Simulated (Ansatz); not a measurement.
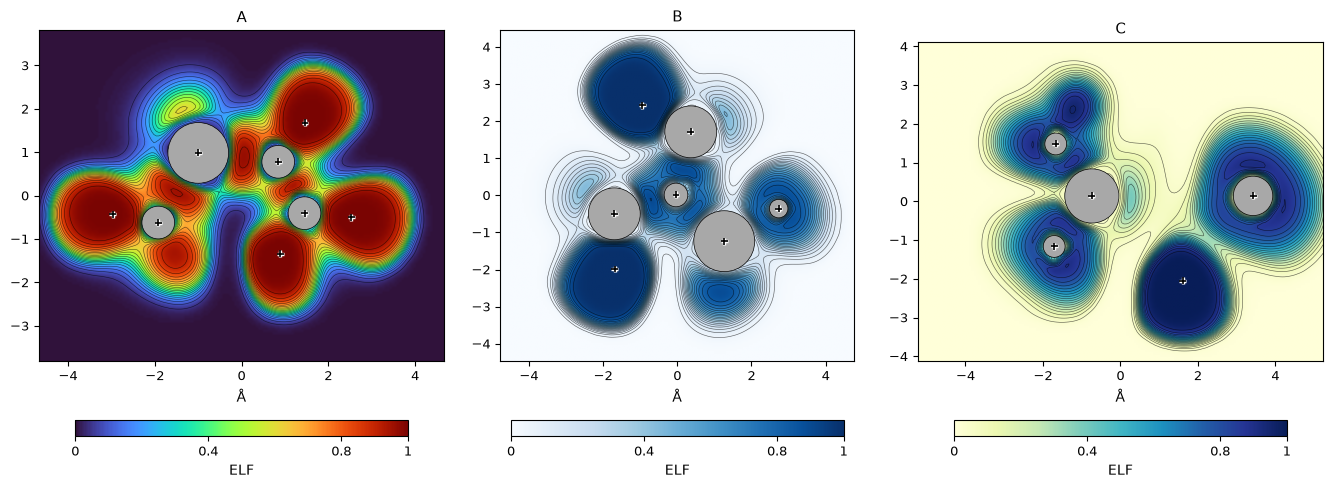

The electron localisation function of 3 systems, each on a plane through atoms (crosses mark nuclei in the plane; grey discs cover the cores).

Level of theory: RKS PBE0-D4/def2-TZVPP (Ansatz).

System 1: ClH5O2SSi2, the plane of atoms O1, Si2 and O3. Geometry: PBE0-D4/def2-TZVP.

```yaml
atoms:
  - { symbol: O, position_ang: [-1.3079, -1.9967, -1.0630] }
  - { symbol: Si, position_ang: [-0.1130, -1.0337, -0.5007] }
  - { symbol: O, position_ang: [1.1775, -1.1877, -1.4776] }
  - { symbol: S, position_ang: [-0.9202, 0.9580, -0.4618] }
  - { symbol: Si, position_ang: [0.3348, 1.7428, 1.0574] }
  - { symbol: Cl, position_ang: [-0.3696, 1.3025, 2.9358] }
  - { symbol: H, position_ang: [-2.2018, -1.8203, -0.7654] }
  - { symbol: H, position_ang: [0.3740, -1.3949, 0.8443] }
  - { symbol: H, position_ang: [1.0614, -1.0170, -2.4141] }
  - { symbol: H, position_ang: [0.3324, 3.2127, 0.9073] }
  - { symbol: H, position_ang: [1.6978, 1.1774, 0.9583] }
```

System 2: ClFGeH7NSi2, the plane of atoms Si5, N4 and Si6. Geometry: PBE0-D4/def2-TZVP.

```yaml
atoms:
  - { symbol: F, position_ang: [2.0635, 0.6712, 1.7079] }
  - { symbol: Ge, position_ang: [1.4886, 0.9366, 0.0983] }
  - { symbol: Cl, position_ang: [0.9720, 3.0054, -0.0088] }
  - { symbol: N, position_ang: [0.0227, -0.1176, -0.0268] }
  - { symbol: Si, position_ang: [-0.6977, -0.8060, 1.4080] }
  - { symbol: Si, position_ang: [-0.7586, -0.2984, -1.5700] }
  - { symbol: H, position_ang: [2.6083, 0.6411, -0.8936] }
  - { symbol: H, position_ang: [-1.9653, -1.4354, 0.9489] }
  - { symbol: H, position_ang: [0.1742, -1.8419, 2.0129] }
  - { symbol: H, position_ang: [-0.9973, 0.2387, 2.4171] }
  - { symbol: H, position_ang: [-0.9392, -1.7350, -1.8992] }
  - { symbol: H, position_ang: [-2.0840, 0.3698, -1.6010] }
  - { symbol: H, position_ang: [0.1333, 0.3365, -2.5791] }
```

System 3: C4H9BrSi, the plane of atoms C1, C2 and H9. Geometry: PBE0-D4/def2-TZVP.

```yaml
atoms:
  - { symbol: C, position_ang: [-1.4262, -1.4062, 0.9137] }
  - { symbol: C, position_ang: [-1.4707, -1.0700, -0.3724] }
  - { symbol: Si, position_ang: [-0.5407, 0.3674, -1.0852] }
  - { symbol: Br, position_ang: [-2.0371, 1.9100, -1.7129] }
  - { symbol: C, position_ang: [0.6601, 1.1375, 0.1185] }
  - { symbol: C, position_ang: [1.8730, 0.2560, 0.4110] }
  - { symbol: H, position_ang: [-1.9858, -2.2484, 1.3109] }
  - { symbol: H, position_ang: [-0.8314, -0.8516, 1.6341] }
  - { symbol: H, position_ang: [-2.0924, -1.6632, -1.0410] }
  - { symbol: H, position_ang: [0.1559, -0.0444, -2.3315] }
  - { symbol: H, position_ang: [0.1218, 1.3880, 1.0387] }
  - { symbol: H, position_ang: [0.9754, 2.0936, -0.3115] }
  - { symbol: H, position_ang: [2.5630, 0.7491, 1.0998] }
  - { symbol: H, position_ang: [2.4287, 0.0289, -0.5023] }
  - { symbol: H, position_ang: [1.5845, -0.6974, 0.8594] }
```

Match each panel to its system.

Panel A is system 3, C4H9BrSi: the plane holds C, Si and H. C–C (1.33 Å): the ELF peaks at about 0.95 between the atoms; a short, multiple covalent bond. Panel B is system 2, ClFGeH7NSi2: the plane holds F, Ge, N, Si and H. Ge–F (1.73 Å): the ELF peaks at about 0.80 in the valence shell of F, 0.6 Å from its nucleus, and is about 0.20 at the midpoint. Panel C is system 1, ClH5O2SSi2: the plane holds O, Si, Cl and H. Si–O (1.63 Å): the ELF peaks at about 0.85 between the atoms (a short, strongly polar bond).
